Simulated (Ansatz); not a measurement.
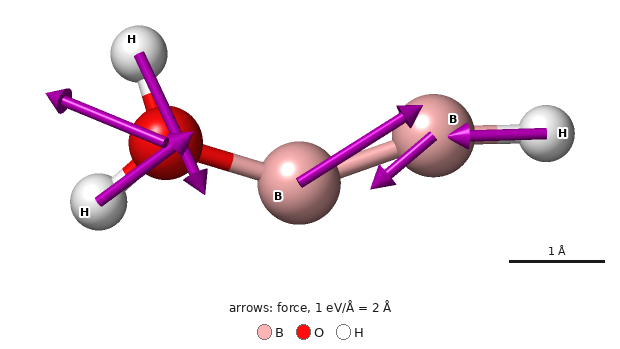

Starting geometry of B2H3O (multiplicity 2) with the computed forces as purple arrows. The picture is a ball-and-stick view, seen face on.

It is one of the separated reactants of a reaction.

Computed with Ansatz, UKS PBE0-D4/def2-TZVP. Settings: force threshold 0.005 eV/Å; at most 200 steps.

What follows when this structure is relaxed?

Answer. It isn't relaxed: the largest force vector, on an H atom, is 0.83 eV/Å. The final displacements follow the starting forces only in part (cosine between the two patterns 0.53). After 6 accepted moves (7 points after the start) the energy has fallen by 0.96 kcal/mol. Largest force component: 0.78 eV/Å at the start, 0.0031 eV/Å at the end. The line search rejected the trial step at point 3 of the run. The largest move after the best rigid fit is that of a B atom, 0.076 Å. Largest moves by element: B 0.076 Å, H 0.032 Å, O 0.012 Å. Among the contacts that change: B–B 1.511 → 1.472 Å, B–H 1.204 → 1.180 Å, H–O 0.988 → 0.969 Å, B–O 1.496 → 1.479 Å. Bond angles that change, for instance: B–B–O 144.0° → 150.5°, B–B–H 161.6° → 165.6°. The run took 30 s on 2 threads of Intel Xeon (shared host).
